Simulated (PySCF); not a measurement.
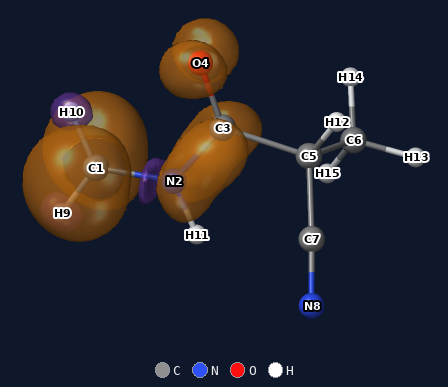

The picture shows: C5H7N2O (SMILES [CH2]NC(=O)[C@H](C)C#N) (doublet). Isosurfaces of the spin density at +0.02 (orange) and −0.02 e/Å³ (purple), seen at a tilt.

Geometry: GFN2-xTB.

All numbers below come from PySCF, UKS B3LYP, pcH-1 on C H N O, non-relativistic, mean-field spin-orbit, GIAO.

| atom | x (Å) | y (Å) | z (Å) |
| --- | --- | --- | --- |
| C | 2.5107 | 0.6508 | 0.2782 |
| N | 1.2640 | 0.3121 | -0.1181 |
| C | 0.1167 | 0.7711 | 0.4757 |
| O | 0.1125 | 1.5346 | 1.4222 |
| C | -1.1698 | 0.1937 | -0.1335 |
| C | -1.4442 | -1.1999 | 0.4551 |
| C | -1.0652 | 0.1304 | -1.5678 |
| N | -0.9329 | 0.0636 | -2.7027 |
| H | 3.3529 | 0.2725 | -0.2610 |
| H | 2.6058 | 1.3112 | 1.1157 |
| H | 1.1714 | -0.2883 | -0.9293 |
| H | -1.9890 | 0.8702 | 0.1336 |
| H | -2.3798 | -1.5966 | 0.0669 |
| H | -1.5150 | -1.1244 | 1.5374 |
| H | -0.6424 | -1.8928 | 0.2056 |

Question: Which atoms carry the spin?

Answer: The unpaired spin (1 electron) lies mostly on C1 (about 0.6), O4 (about 0.1), N2 (about 0.1) and C3 (about 0.1), in electrons by Hirshfeld's partition.
